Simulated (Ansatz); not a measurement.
# GeOF+ (triplet): correlated methods under varied settings

Aim: run GeOF+ (triplet) at one geometry under a spread of methods and options, and see what each costs and gives.

Computed with Ansatz 0.2.0, Gaussian basis. Level: the settings change from run to run.

35 further runs of the same task are left out: 6 for a known fault of the program, 14 that didn't finish, 15 set aside as unsound or not needed.

## Step 1: The system

The geometry is a PBE0/def2-TZVP stationary point (not a proven minimum) of the parent state, kept for this charge and spin. No spin-orbit coupling is included. The filled d shell of Ge may be among the frozen orbitals whatever the setting's name suggests; the logs give the count.

3 atoms, charge 1, spin multiplicity 3.

Atoms are counted from 1 here; the program's logs count them from 0.

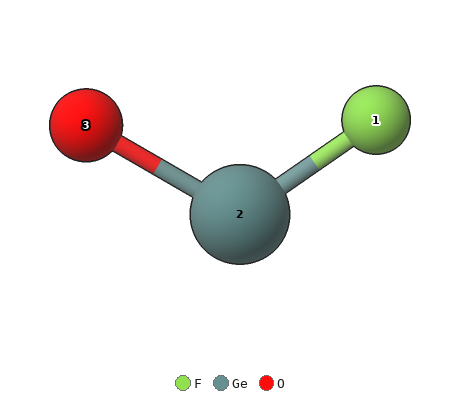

The structure; fluorine green, germanium teal, oxygen red; atoms are numbered from 1 in the order of the file.

## Step 2: MP2 on ROHF/cc-pVDZ

in.yaml reads:

```yaml
crystal:
  periodic: [false, false, false]
  atoms:
    - {symbol: F, position_ang: [0.000000, -0.645985, 1.436381]}
    - {symbol: Ge, position_ang: [0.000000, 0.314554, -0.019243]}
    - {symbol: O, position_ang: [0.000000, -0.661055, -1.618255]}
basis:
  gaussian: {orbitals: cc-pVDZ}
total_charge: 1
magnetization: {spin_polarized: false, initial_magnetization: 2}
correlation: {method: mp2, electrons: valence}
```

Command:

```console
$ ansatz run in.yaml --threads 1 --pin off --events-out ev --progress --plain --max-ram 2393MiB
```

Log:

```text
Functional definition: HF
  name "HF"
  cite "Fock, Z. Phys. 61, 126 (1930) doi:10.1007/BF01340294"
  parent pbe
  exchange = exact_x
  correlation = 0
588 factors; integrals over basis functions are off by at most 6.3e-4 eV
mean field evaluation 1: about -61198.4586 eV, gradient 5.7e1 eV
mean field evaluation 2: about -61198.4804 eV, gradient 5.7e1 eV
mean field evaluation 4: about -61205.3435 eV, gradient 3.9e0 eV
mean field evaluation 8: about -61205.4427 eV, gradient 6.6e-1 eV
mean field evaluation 16: about -61205.4488 eV, gradient 1.3e-5 eV
mean field evaluation 32: about -61202.1937 eV, gradient 8.5e0 eV
mean field evaluation 64: about -61205.4442 eV, gradient 4.2e-3 eV
mean field evaluation 96: about -61201.9367 eV, gradient 3.9e-1 eV
mean field evaluation 128: about -61205.4433 eV, gradient 8.3e-1 eV
mean field evaluation 160: about -61198.3767 eV, gradient 5.7e1 eV
mean field evaluation 192: about -61205.4479 eV, gradient 1.2e-1 eV
mean field -61205.44884931 eV, -2249.2587586690 hartree, gradient 1.5e-6 eV, S^2 2.000000; 10 other end points of the search recorded, 0 dependent functions left out
mean field evaluation 224: about -61205.9718 eV, gradient 1.4e-1 eV
mean field evaluation 256: about -61205.9069 eV, gradient 2.4e0 eV
mean field evaluation 288: about -61205.9713 eV, gradient 2.9e-2 eV
mean field evaluation 320: about -61205.9665 eV, gradient 1.0e0 eV
mean field evaluation 352: about -61205.9303 eV, gradient 8.7e-2 eV
11 core orbitals not correlated: weight in the atoms' cores, before any rotation towards them, 1.000 or more for the frozen orbitals, at most 0.000 for the correlated occupied ones
reference -61205.44884931 eV, -2249.2587586690 hartree; 14, 12 occupied and 30, 32 virtual orbitals, 588 factors
second order -11.28266828 eV of doubles, -0.19990643 eV of singles
Total energy: -61216.93142402 eV, -2249.6807355064 hartree
```

Run time: 12 s. Hardware: 1 thread of Arm Neoverse V2, shared host.

## Step 3: CISDTQ/STO-3G

in.yaml: that of step 2 with these lines changed.

```diff
@@ -7,5 +7,5 @@
 basis:
-  gaussian: {orbitals: cc-pVDZ}
+  gaussian: {orbitals: STO-3G}
 total_charge: 1
 magnetization: {spin_polarized: false, initial_magnetization: 2}
-correlation: {method: mp2, electrons: valence}
+correlation: {active_space: {ras: {orbitals: [7, 2, 3], electrons: 16, max_holes: 4, max_particles: 4}, fixed_orbitals: true}}
```

The command is unchanged.

Log:

```text
Functional definition: HF
  name "HF"
  cite "Fock, Z. Phys. 61, 126 (1930) doi:10.1007/BF01340294"
  parent pbe
  exchange = exact_x
  correlation = 0
322 factors; integrals over basis functions are off by at most 2.7e-5 eV
mean field evaluation 1: about -60494.6759 eV, gradient 2.8e1 eV
mean field evaluation 2: about -60494.7220 eV, gradient 2.8e1 eV
mean field evaluation 4: about -60500.2613 eV, gradient 4.8e0 eV
mean field evaluation 8: about -60500.5527 eV, gradient 1.9e-1 eV
mean field evaluation 16: about -60489.0447 eV, gradient 4.1e1 eV
mean field evaluation 32: about -60498.1114 eV, gradient 1.3e-1 eV
mean field evaluation 64: about -60499.4873 eV, gradient 4.0e0 eV
mean field evaluation 96: about -60499.4040 eV, gradient 1.4e1 eV
mean field -60500.84160768 eV, -2223.3649201389 hartree, gradient 1.2e-6 eV, S^2 2.000000; 10 other end points of the search recorded, 0 dependent functions left out
reference -60500.84160768 eV, -2223.3649201389 hartree; 25, 23 occupied and 3, 5 virtual orbitals, 322 factors
state -60503.65474637 eV, -2223.4683010789 hartree
Total energy: -60503.65474637 eV, -2223.4683010789 hartree
```

Wall time 1.6 s (1 thread of Arm Neoverse V2, shared host).

From the report: 48,906 determinants.

## Step 4: CISD/6-31G

in.yaml reads:

```yaml
crystal:
  periodic: [false, false, false]
  atoms:
    - {symbol: F, position_ang: [0.000000, -0.645985, 1.436381]}
    - {symbol: Ge, position_ang: [0.000000, 0.314554, -0.019243]}
    - {symbol: O, position_ang: [0.000000, -0.661055, -1.618255]}
basis:
  gaussian: {orbitals: 6-31G}
total_charge: 1
magnetization: {spin_polarized: false, initial_magnetization: 2}
correlation: {active_space: {ras: {orbitals: [7, 2, 22], electrons: 16, max_holes: 2, max_particles: 2}, fixed_orbitals: true}}
scf: {lower_state_search: full}
```

Launched as before.

Log, cut to the lines that bear on the results:

```text
Functional definition: HF
  name "HF"
  cite "Fock, Z. Phys. 61, 126 (1930) doi:10.1007/BF01340294"
  parent pbe
[...]
406 factors; integrals over basis functions are off by at most 5.8e-4 eV
[...]
mean field -61196.00677293 eV, -2248.9117687619 hartree, gradient 2.6e-6 eV, S^2 2.000000; 17 other end points of the search recorded, 0 dependent functions left out
reference -61196.00677293 eV, -2248.9117687619 hartree; 25, 23 occupied and 22, 24 virtual orbitals, 406 factors
state -61202.50851276 eV, -2249.1507032937 hartree
Total energy: -61202.50851276 eV, -2249.1507032937 hartree
```

Wall time 11 s (1 thread of Arm Neoverse V2, shared host).

From the report: 104,368 determinants.

## Step 5: MP2 on UHF/cc-pVDZ

in.yaml reads:

```yaml
crystal:
  periodic: [false, false, false]
  atoms:
    - {symbol: F, position_ang: [0.000000, -0.645985, 1.436381]}
    - {symbol: Ge, position_ang: [0.000000, 0.314554, -0.019243]}
    - {symbol: O, position_ang: [0.000000, -0.661055, -1.618255]}
basis:
  gaussian: {orbitals: cc-pVDZ}
total_charge: 1
magnetization: {spin_polarized: true, initial_magnetization: 2}
correlation: {method: mp2, electrons: outside_noble_gas}
accuracy: high
```

Launched as before.

Log, cut to the lines that bear on the results:

```text
Functional definition: HF
  name "HF"
  cite "Fock, Z. Phys. 61, 126 (1930) doi:10.1007/BF01340294"
  parent pbe
[...]
1064 factors; integrals over basis functions are off by at most 4.4e-9 eV
[...]
mean field -61205.97343467 eV, -2249.2780368253 hartree, gradient 7.9e-8 eV, S^2 2.085067; 15 other end points of the search recorded, 0 dependent functions left out
16 core orbitals not correlated: weight in the atoms' cores, before any rotation towards them, 0.976 or more for the frozen orbitals, at most 0.024 for the correlated occupied ones
reference -61205.97343467 eV, -2249.2780368253 hartree; 9, 7 occupied and 30, 32 virtual orbitals, 1064 factors
second order -10.34181987 eV of doubles, -0.00000000 eV of singles
Total energy: -61216.31525454 eV, -2249.6580916956 hartree
```

Run time: 12 s. Hardware: 1 thread of Arm Neoverse V2, shared host.

From the report: ⟨S²⟩ of the determinant 2.085 (pure triplet: 2.00).

## Step 6: BCCD on ROHF/cc-pVDZ

in.yaml: that of step 5 with these lines changed.

```diff
@@ -9,4 +9,5 @@
 total_charge: 1
-magnetization: {spin_polarized: true, initial_magnetization: 2}
-correlation: {method: mp2, electrons: outside_noble_gas}
-accuracy: high
+magnetization: {spin_polarized: false, initial_magnetization: 2}
+hamiltonian: {pseudopotentials: {relativity: none}}
+correlation: {method: bccd, electrons: outside_noble_gas, diis_vectors: 4}
+output: {forces: true}
```

Same command.

Log, cut to the lines that bear on the results:

```text
Functional definition: HF
  name "HF"
  cite "Fock, Z. Phys. 61, 126 (1930) doi:10.1007/BF01340294"
  parent pbe
[...]
588 factors; integrals over basis functions are off by at most 6.3e-4 eV
[...]
mean field -61205.44884931 eV, -2249.2587586690 hartree, gradient 1.5e-6 eV, S^2 2.000000; 11 other end points of the search recorded, 0 dependent functions left out
[...]
determinant -61205.44884931 eV, -2249.2587586690 hartree, with singles and doubles -61216.95791412 eV, -2249.6817089995 hartree
determinant -61205.44422128 eV, -2249.2585885917 hartree, with singles and doubles -61216.80225675 eV, -2249.6759886969 hartree
determinant -61202.32786366 eV, -2249.1440645616 hartree, with singles and doubles -61213.88004119 eV, -2249.5685992557 hartree
determinant -61201.91679498 eV, -2249.1289580664 hartree, with singles and doubles -61212.40555975 eV, -2249.5144130620 hartree
[...]
determinant -61205.44422128 eV, -2249.2585885917 hartree, with singles and doubles -61216.87082932 eV, -2249.6785086923 hartree
16 core orbitals not correlated: weight in the atoms' cores, before any rotation towards them, 0.980 or more for the frozen orbitals, at most 0.022 for the correlated occupied ones
reference -61205.44884931 eV, -2249.2587586690 hartree; 9, 7 occupied and 30, 32 virtual orbitals, 588 factors
second order -10.89152851 eV of doubles, -0.19620514 eV of singles
cycle   1  -11.45254933 eV  change    6.4e-2 eV  update   2.6e-2
[...]
cycle  25  -11.46554049 eV  change   -7.1e-9 eV  update   4.4e-8
[...]
Total energy: -61216.91438980 eV, -2249.6801095103 hartree
Atom 0 at     0.000000    -0.645985     1.436381 Å, force    -0.000000     0.674292    -1.161352 eV/Å
Atom 1 at     0.000000     0.314554    -0.019243 Å, force    -0.000000    -0.648098     1.066923 eV/Å
Atom 2 at     0.000000    -0.661055    -1.618255 Å, force     0.000000    -0.026194     0.094428 eV/Å
Dipole moment:    -0.000000     0.537926    -0.264568 e Å
```

Run time: 30 s. Hardware: 1 thread of Arm Neoverse V2, shared host.

From the report: correlation -11.4655 eV; largest double amplitude 0.05.

## Step 7: BCCD on UHF/cc-pVDZ

in.yaml reads:

```yaml
crystal:
  periodic: [false, false, false]
  atoms:
    - {symbol: F, position_ang: [0.000000, -0.645985, 1.436381]}
    - {symbol: Ge, position_ang: [0.000000, 0.314554, -0.019243]}
    - {symbol: O, position_ang: [0.000000, -0.661055, -1.618255]}
basis:
  gaussian: {orbitals: cc-pVDZ}
total_charge: 1
magnetization: {spin_polarized: true, initial_magnetization: 2}
correlation: {method: bccd, electrons: outside_noble_gas}
```

Launched as before.

Log, cut to the lines that bear on the results:

```text
Functional definition: HF
  name "HF"
  cite "Fock, Z. Phys. 61, 126 (1930) doi:10.1007/BF01340294"
  parent pbe
[...]
588 factors; integrals over basis functions are off by at most 6.3e-4 eV
[...]
mean field -61205.97306942 eV, -2249.2780234024 hartree, gradient 3.3e-6 eV, S^2 2.085067; 16 other end points of the search recorded, 0 dependent functions left out
determinant -61205.97306942 eV, -2249.2780234024 hartree, with singles and doubles -61216.98889629 eV, -2249.6828475733 hartree
determinant -61205.91258769 eV, -2249.2758007399 hartree, with singles and doubles -61216.88397855 eV, -2249.6789919176 hartree
determinant -61204.85483380 eV, -2249.2369290016 hartree, with singles and doubles -61215.51236451 eV, -2249.6285860311 hartree
determinant -61202.12386675 eV, -2249.1365678136 hartree, with singles and doubles -61212.40904260 eV, -2249.5145410546 hartree
determinant -61205.97306942 eV, -2249.2780234024 hartree, with singles and doubles -61217.00022474 eV, -2249.6832638862 hartree
determinant -61205.91258769 eV, -2249.2758007399 hartree, with singles and doubles -61216.89471239 eV, -2249.6793863787 hartree
16 core orbitals not correlated: weight in the atoms' cores, before any rotation towards them, 0.976 or more for the frozen orbitals, at most 0.024 for the correlated occupied ones
reference -61205.97306942 eV, -2249.2780234024 hartree; 9, 7 occupied and 30, 32 virtual orbitals, 588 factors
second order -10.34180116 eV of doubles, -0.00000000 eV of singles
cycle   1  -10.93298300 eV  change    9.4e-2 eV  update   2.5e-2
[...]
cycle  13  -10.94691881 eV  change    3.9e-6 eV  update   1.4e-5
WARN: the results are in doubt because among natural orbitals full CI differs from the method by -0.091 eV
Total energy: -61216.91998822 eV, -2249.6803152486 hartree
In doubt: among natural orbitals full CI differs from the method by -0.091 eV
```

It took 22 s on 1 thread of Arm Neoverse V2, shared host.

From the report: ⟨S²⟩ of the determinant 2.085 (pure triplet: 2.00); correlation -10.9469 eV; largest double amplitude 0.05. Mind the lines of doubt at the end of the log.

## Step 8: CISD/def2-SVP

in.yaml reads:

```yaml
crystal:
  periodic: [false, false, false]
  atoms:
    - {symbol: F, position_ang: [0.000000, -0.645985, 1.436381]}
    - {symbol: Ge, position_ang: [0.000000, 0.314554, -0.019243]}
    - {symbol: O, position_ang: [0.000000, -0.661055, -1.618255]}
basis:
  gaussian: {orbitals: def2-SVP}
total_charge: 1
magnetization: {spin_polarized: false, initial_magnetization: 2}
correlation: {active_space: {ras: {orbitals: [7, 2, 35], electrons: 16, max_holes: 2, max_particles: 2}, fixed_orbitals: true}}
output: {forces: true}
```

The command is unchanged.

Log, cut to the lines that bear on the results:

```text
Functional definition: HF
  name "HF"
  cite "Fock, Z. Phys. 61, 126 (1930) doi:10.1007/BF01340294"
  parent pbe
[...]
571 factors; integrals over basis functions are off by at most 5.0e-4 eV
[...]
mean field -61194.87761356 eV, -2248.8702729205 hartree, gradient 7.7e-6 eV, S^2 2.000000; 14 other end points of the search recorded, 0 dependent functions left out
reference -61194.87761356 eV, -2248.8702729205 hartree; 25, 23 occupied and 35, 37 virtual orbitals, 571 factors
state -61205.25479509 eV, -2249.2516273079 hartree
[...]
Total energy: -61205.25479509 eV, -2249.2516273079 hartree
Atom 0 at     0.000000    -0.645985     1.436381 Å, force     0.000000     0.933580    -1.556238 eV/Å
Atom 1 at     0.000000     0.314554    -0.019243 Å, force    -0.000000    -1.333322     0.761781 eV/Å
Atom 2 at     0.000000    -0.661055    -1.618255 Å, force     0.000000     0.399742     0.794458 eV/Å
Dipole moment:     0.000000     0.589973    -0.221148 e Å
```

It took 16 s on 1 thread of Arm Neoverse V2, shared host.

From the report: 261,560 determinants.

## Step 9: CASSCF(8,5)/cc-pVDZ

in.yaml reads:

```yaml
crystal:
  periodic: [false, false, false]
  atoms:
    - {symbol: F, position_ang: [0.000000, -0.645985, 1.436381]}
    - {symbol: Ge, position_ang: [0.000000, 0.314554, -0.019243]}
    - {symbol: O, position_ang: [0.000000, -0.661055, -1.618255]}
basis:
  gaussian: {orbitals: cc-pVDZ}
total_charge: 1
magnetization: {spin_polarized: false, initial_magnetization: 2}
correlation: {active_space: {window: {electrons: 8, orbitals: 5}}}
accuracy: high
output: {forces: true}
```

Launched as before.

Log, cut to the lines that bear on the results:

```text
Functional definition: HF
  name "HF"
  cite "Fock, Z. Phys. 61, 126 (1930) doi:10.1007/BF01340294"
  parent pbe
[...]
1064 factors; integrals over basis functions are off by at most 4.4e-9 eV
[...]
mean field -61205.44921481 eV, -2249.2587721008 hartree, gradient 2.0e-8 eV, S^2 2.000000; 10 other end points of the search recorded, 0 dependent functions left out
reference -61205.44921481 eV, -2249.2587721008 hartree; 25, 23 occupied and 30, 32 virtual orbitals, 1064 factors
state -61205.45134177 eV, -2249.2588502650 hartree
[...]
Total energy: -61205.45134177 eV, -2249.2588502650 hartree
Atom 0 at     0.000000    -0.645985     1.436381 Å, force    -0.000000     1.187757    -1.931772 eV/Å
Atom 1 at     0.000000     0.314554    -0.019243 Å, force    -0.000000    -1.972361     0.516036 eV/Å
Atom 2 at     0.000000    -0.661055    -1.618255 Å, force     0.000000     0.784604     1.415736 eV/Å
Dipole moment:     0.000000     0.692822    -0.210220 e Å
```

Wall time 49 s (1 thread of Arm Neoverse V2, shared host).

From the report: 25 determinants; active occupations 2.00, 2.00, 2.00, 1.00, 1.00.

## Step 10: BCCD(T) on UHF/cc-pVDZ

in.yaml: that of step 9 with these lines changed.

```diff
@@ -9,5 +9,3 @@
 total_charge: 1
-magnetization: {spin_polarized: false, initial_magnetization: 2}
-correlation: {active_space: {window: {electrons: 8, orbitals: 5}}}
-accuracy: high
-output: {forces: true}
+magnetization: {spin_polarized: true, initial_magnetization: 2}
+correlation: {method: bccd_t, electrons: outside_noble_gas}
```

Launched as before.

Log, cut to the lines that bear on the results:

```text
Functional definition: HF
  name "HF"
  cite "Fock, Z. Phys. 61, 126 (1930) doi:10.1007/BF01340294"
  parent pbe
[...]
588 factors; integrals over basis functions are off by at most 6.3e-4 eV
[...]
mean field -61205.97306942 eV, -2249.2780234024 hartree, gradient 3.3e-6 eV, S^2 2.085067; 16 other end points of the search recorded, 0 dependent functions left out
determinant -61205.97306942 eV, -2249.2780234024 hartree, with singles and doubles -61216.98889629 eV, -2249.6828475733 hartree
determinant -61205.91258769 eV, -2249.2758007399 hartree, with singles and doubles -61216.88397855 eV, -2249.6789919176 hartree
determinant -61204.85483380 eV, -2249.2369290016 hartree, with singles and doubles -61215.51236451 eV, -2249.6285860311 hartree
determinant -61202.12386675 eV, -2249.1365678136 hartree, with singles and doubles -61212.40904260 eV, -2249.5145410546 hartree
determinant -61205.97306942 eV, -2249.2780234024 hartree, with singles and doubles -61217.00022474 eV, -2249.6832638862 hartree
determinant -61205.91258769 eV, -2249.2758007399 hartree, with singles and doubles -61216.89471239 eV, -2249.6793863787 hartree
16 core orbitals not correlated: weight in the atoms' cores, before any rotation towards them, 0.976 or more for the frozen orbitals, at most 0.024 for the correlated occupied ones
reference -61205.97306942 eV, -2249.2780234024 hartree; 9, 7 occupied and 30, 32 virtual orbitals, 588 factors
second order -10.34180116 eV of doubles, -0.00000000 eV of singles
cycle   1  -10.93298300 eV  change    9.4e-2 eV  update   2.5e-2
[...]
cycle  13  -10.94691881 eV  change    3.9e-6 eV  update   1.4e-5
perturbative correction -0.38952796 eV, -0.0143148886 hartree
Total energy: -61217.30951619 eV, -2249.6946301372 hartree
```

Run time: 21 s. Hardware: 1 thread of Arm Neoverse V2, shared host.

From the report: ⟨S²⟩ of the determinant 2.085 (pure triplet: 2.00); correlation -11.3364 eV; largest double amplitude 0.05.

## Step 11: The runs in one table

Where basis and cores are those of an earlier UCCSDT(Q)/cc-pVDZ run (-61217.3959 eV), and the state is the same kind, the miss against it is given. † marks a result that the program doubts.

```
                 level         correlated  functions  energy (eV)  from UCCSDT(Q) (meV)   time
   MP2 on ROHF/cc-pVDZ            valence         55  -61216.9314                         12 s
         CISDTQ/STO-3G  outside noble gas         28  -60503.6547                        1.6 s
            CISD/6-31G  outside noble gas         47  -61202.5085                         11 s
    MP2 on UHF/cc-pVDZ  outside noble gas         55  -61216.3153                1080.7   12 s
  BCCD on ROHF/cc-pVDZ  outside noble gas         55  -61216.9144                         30 s
 BCCD on UHF/cc-pVDZ †  outside noble gas         55  -61216.9200                 475.9   22 s
         CISD/def2-SVP  outside noble gas         60  -61205.2548                         16 s
   CASSCF(8,5)/cc-pVDZ                            55  -61205.4513               11944.6   49 s
BCCD(T) on UHF/cc-pVDZ  outside noble gas         55  -61217.3095                  86.4   21 s
```

## Step 12: Summary of results

| quantity | value |
| --- | --- |
| runs | 9 |
| quickest | CISDTQ/STO-3G, 1.6 s |
| slowest | CASSCF(8,5)/cc-pVDZ, 49 s |

What this shows: Total energies in different bases, with other cores or another treatment of relativity can't be set against each other. CASSCF(8,5)/cc-pVDZ took 31 times as long as CISDTQ/STO-3G; the jobs differ in more than the method. Among the correlated runs with a miss given, it spans +86 to +1081 meV. Hartree-Fock, CASSCF and CASCI lack dynamic correlation by design.
